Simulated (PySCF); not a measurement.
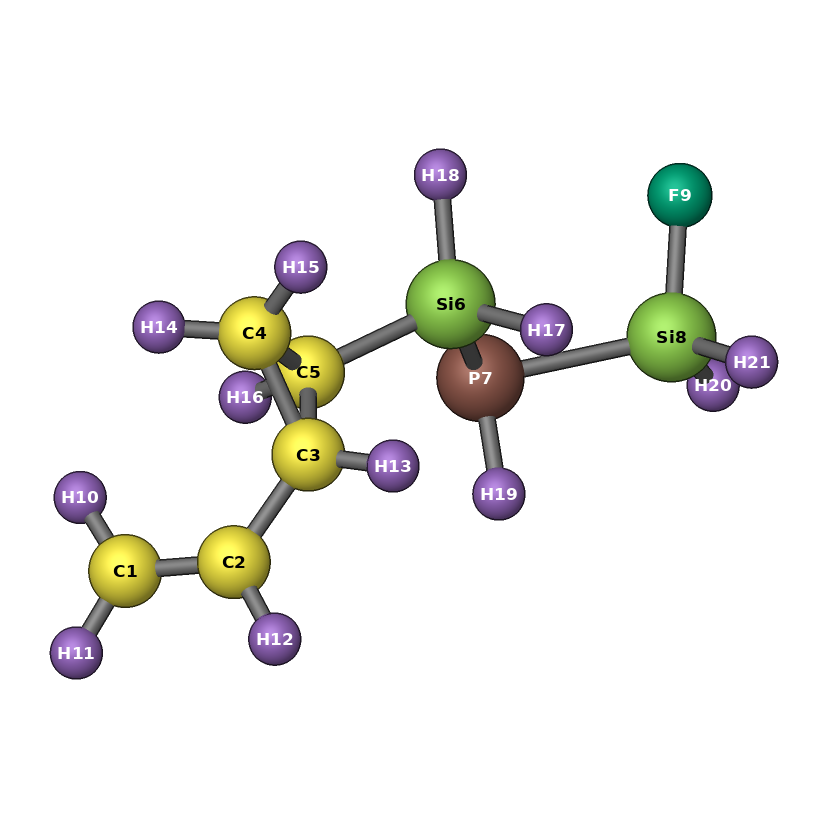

The geometry was computed by an optimisation with GFN2-xTB. No frequency run is at hand to confirm it as a minimum. Properties computed with GIAO PBE0/pcSseg-1 NMR shielding, non-relativistic, gas phase (PySCF 2.14.0). Principal shieldings σ11 ≤ σ22 ≤ σ33, span Ω = σ33 − σ11, skew κ = 3(σiso − σ22)/Ω.

Give the shielding tensors of the C atoms.

```csv
atom,σ11,σ22,σ33,σiso,Ω,κ
C1,−45.2,85.5,177.3,72.5,222.6,−0.17
C2,−86.0,39.0,157.9,37.0,243.9,−0.02
C3,125.2,159.4,210.0,164.9,84.8,0.19
C4,138.8,162.9,195.8,165.8,57.0,0.16
C5,138.5,169.8,206.6,171.6,68.1,0.08
```

Shieldings and span in ppm.

The geometry is semi-empirical. Around P, Si such bond lengths and angles can be off by a tenth of an ångström or more and by several degrees, and values that hang on the shape move with them.
